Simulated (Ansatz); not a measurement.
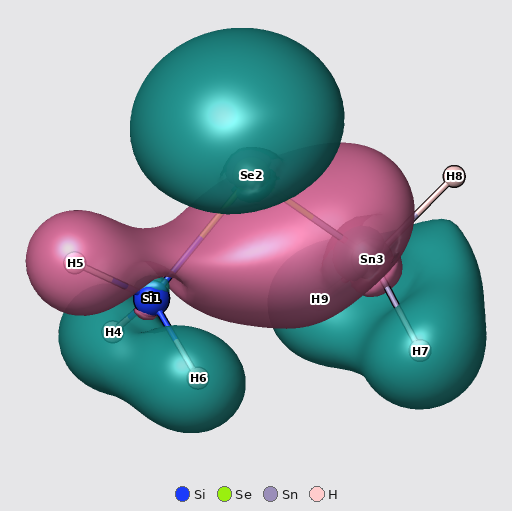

H₆SeSiSn (SMILES [SiH3][Se][SnH3]). The HOMO−1 at ±0.06 Å⁻³ᐟ² (teal and pink are the two phases), seen at a tilt.

Core potentials replace the inner electrons of Sn.

Method: Ansatz, RKS B3LYP/def2-SVP.

```xyz
9

Si   -0.8784    1.2172   -1.0883
Se    1.2962    0.5136   -0.8371
Sn    0.8936   -1.1994    1.0477
H    -1.7788    0.0969   -1.4882
H    -0.8534    2.2454   -2.1653
H    -1.4122    1.8216    0.1669
H     0.2618   -0.3999    2.4328
H     2.4380   -1.8719    1.3721
H    -0.2078   -2.4049    0.5086
```

### What is the character of this orbital?

It lies mainly on Se2 (about 60 %), Sn3 (about 20 %) and Si1 (about 10 %). Its energy is −8.00 eV.
